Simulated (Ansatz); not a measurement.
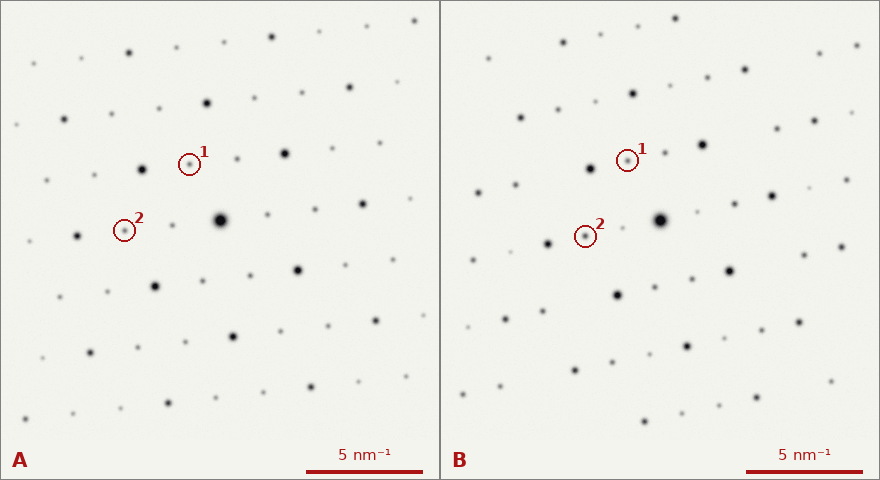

Kinematic electron diffraction patterns (120 kV, B = 0.5 Å², same scale) along [011] of the run's own cell, for the start and the end of one relaxation of ScTl2 with Ansatz, DFT PBE, scalar-relativistic, plane waves, PAW. k mesh 16×16×16. The start is a generated model structure, and the relaxation ends in the nearest stationary point of its symmetry, not necessarily the ground state. Spot 1 is -1 0 0 and spot 2 is -2 -2 2 in both.

Start structure:

```
CELL_PARAMETERS angstrom
-1.96752 1.96752 4.82658
1.96752 -1.96752 4.82658
1.96752 1.96752 -4.82658
ATOMIC_POSITIONS crystal
Sc 0.00000 0.00000 0.00000
Tl 0.66500 0.66500 0.00000
Tl 0.33500 0.33500 0.00000
```

Which pattern belongs to the start structure, and which to the relaxed one?

A is the start: its cell gives d(1) = 3.644 Å, d(2) = 2.413 Å and an angle of 67.8°. B is the relaxed structure, with d(1) = 3.430 Å (-5.9 %), d(2) = 3.025 Å (+25.3 %) and 73.5°.

Name reflections whose intensity changes strongly on relaxation.

2 3 -3 fades out of sight; 4 3 -3 goes from 2.5 to 8.5 % of the strongest spot; 2 2 -2 goes from 5.5 to 13 % of the strongest spot.

What did the relaxation do to the structure and the energy?

The volume changed by +3.5 % to 25.79 Å³ an atom; with the mean shift removed, the atoms moved by up to 0.08 Å relative to the cell (Tl most); the space group stayed I4/mmm (No. 139); the free energy fell by 76 meV an atom. Relaxed cell: a = 6.557 Å, b = 6.557 Å, c = 6.557 Å, α = 148.35°, β = 148.35°, γ = 45.37°.
